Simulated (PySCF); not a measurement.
Consider C₅H₁₂BFSi.

The calculation's input:

```
{"job": {"kind": "nmr", "xc": "PBE0", "basis": "pcSseg-1"}, "charge": 0, "multiplicity": 1}
B     -1.335865     1.156500    -0.806516
C     -0.945393    -0.026337     0.107509
Si     0.947725    -0.294653     0.150641
C      1.602067    -0.630804    -1.600611
C      1.770848     1.239743     0.912605
C     -1.684845    -0.362447     1.381172
C     -1.746504    -1.282430     0.208312
F     -2.926593    -1.365436    -0.481986
H     -1.537358     2.213599    -0.345289
H     -1.369520     1.011389    -1.966819
H      1.189323    -1.470694     1.013645
H      1.098178    -1.475934    -2.059756
H      2.665378    -0.849249    -1.585157
H      1.451009     0.229466    -2.246408
H      2.842189     1.098465     1.014734
H      1.611219     2.118225     0.293722
H      1.372847     1.459276     1.898695
H     -2.577107     0.202621     1.608125
H     -1.141037    -0.694720     2.254275
H     -1.291708    -2.265901     0.246071
```

Launched as:

```sh
OMP_NUM_THREADS=1 python probes_run.py task.json out
```

Geometry: GFN2-xTB.

Computed with PBE0/pcSseg-1, SCF density, gas phase, non-relativistic (PySCF).

**What can the converged electron density and electron localisation function tell about the bonding?**

C–F (1.37 Å): ρ is about 2.1 e/Å³ halfway, with its minimum of 1.7 e/Å³ about 0.5 Å from C; the ELF peaks at about 0.85 between the atoms; a shared but strongly polarised pair.
C–C (1.49 Å): ρ at the midpoint is about 1.6 e/Å³; the ELF peaks at about 0.85 between the atoms (a shared electron pair).
C–B (1.54 Å): ρ at the midpoint is about 1.4 e/Å³; the ELF peaks at about 0.95 between the atoms (a covalent bond).

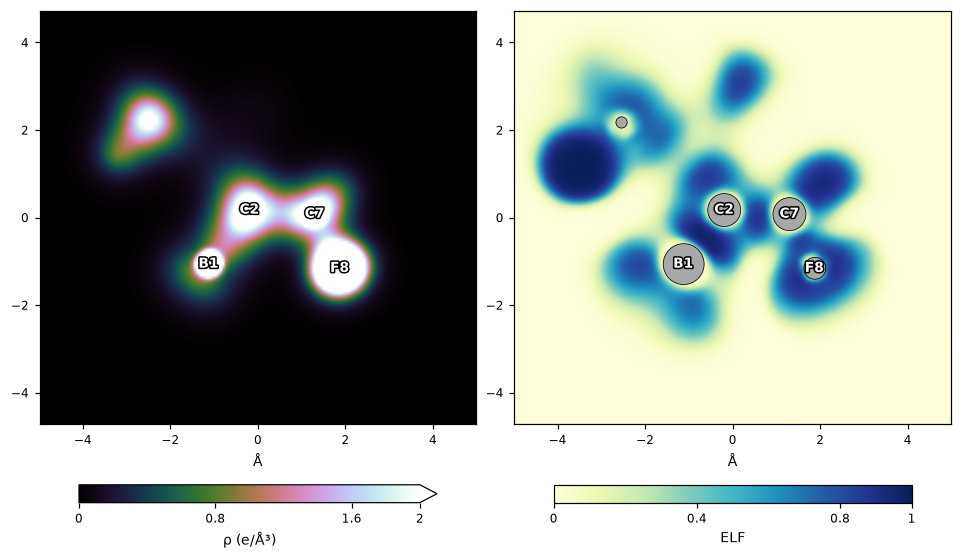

Computed electron density and electron localisation function on the plane of atoms B1, C2 and C7, in this order. Grey discs cover the atomic cores in the ELF map. 
